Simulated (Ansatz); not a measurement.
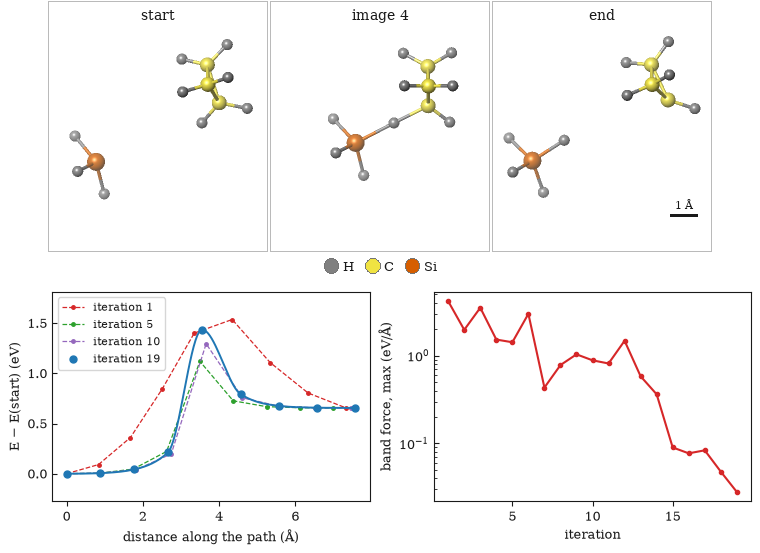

NEB run on C$_{3}$H$_{9}$Si (multiplicity 2), made up of C$_{3}$H$_{6}$ and SiH₃. Images are numbered from 0 (start) to 8 (end). The plot follows the band through its iterations. A ball-and-stick model, seen from a free direction.

Method: UHF/def2-SVP in Ansatz. Run with 7 movable images; climbing image; force threshold 0.05 eV/Å; iteration limit 60; starting path through a guess of the saddle point.

Did the band converge, and can the barrier be trusted?

The result is final at these settings. The band converged in 19 iterations. The largest component of the band force went from 4.2 to 0.028 eV/Å. The climbing image converged on the top of the path. Its vibrational analysis gives one imaginary mode (1940i cm⁻¹), as a transition state must have. The first iteration put the highest image at 1.54 eV. The energy climbs by 1.44 eV to image 4 and then falls by 0.78 eV, so the end point sits at +0.66 eV.

Limits of the set-up: the start holds two separate molecules, 4.3 Å apart at their closest, whose relative position is a soft coordinate and is computed without a dispersion correction; Hartree-Fock leaves out electron correlation.
